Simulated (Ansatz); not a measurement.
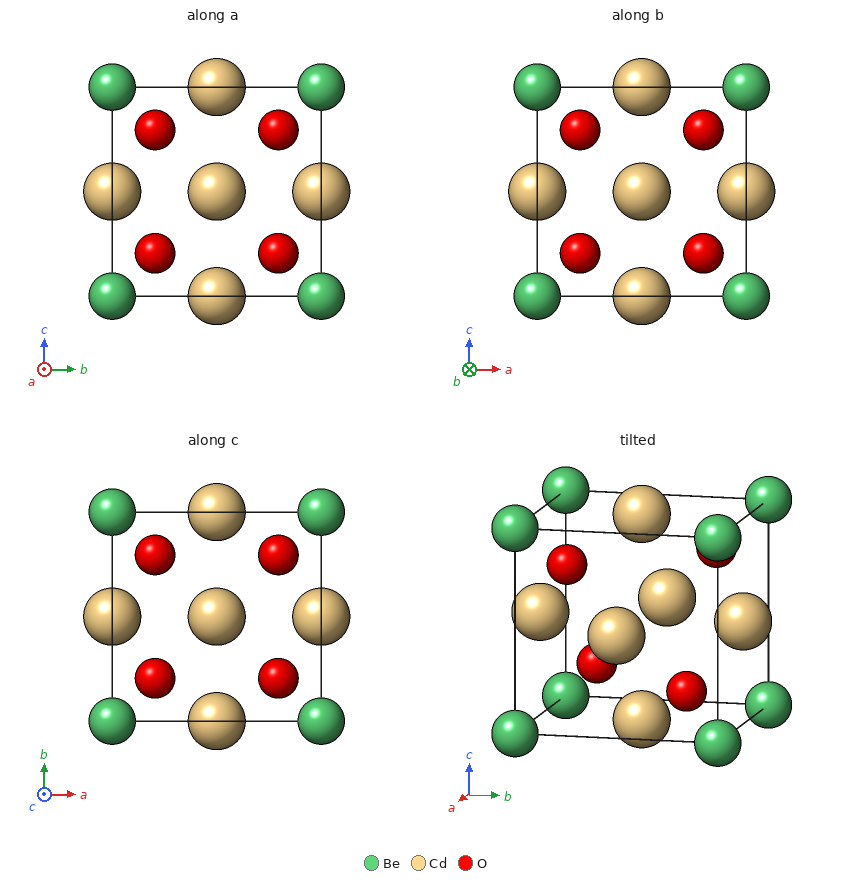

This spheres-only model is shown along the a axis, along the b axis, along the c axis and slightly off an axis. Thin lines show the conventional unit cell, with boundary atoms drawn in all their periodic places.

Lattice parameters: a = 4.777 Å, b = 4.777 Å, c = 4.777 Å, α = 90.00°, β = 90.00°, γ = 90.00°.

Q: Reconstruct the structure as a table of Wyckoff sites, with free fractional coordinates to two decimals.

A: Space group P-43m (No. 215).
| atom | site | x | y | z |
| --- | --- | --- | --- | --- |
| Be | 1a | 0.00 | 0.00 | 0.00 |
| Cd | 3c | 0.00 | 0.50 | 0.50 |
| O | 4e | 0.79 | 0.79 | 0.21 |

The model was built from a structure type filled with these elements by a generator (whether the compound takes this form wasn't checked). It was relaxed with DFT PBE, scalar-relativistic, plane waves, PAW in Ansatz.
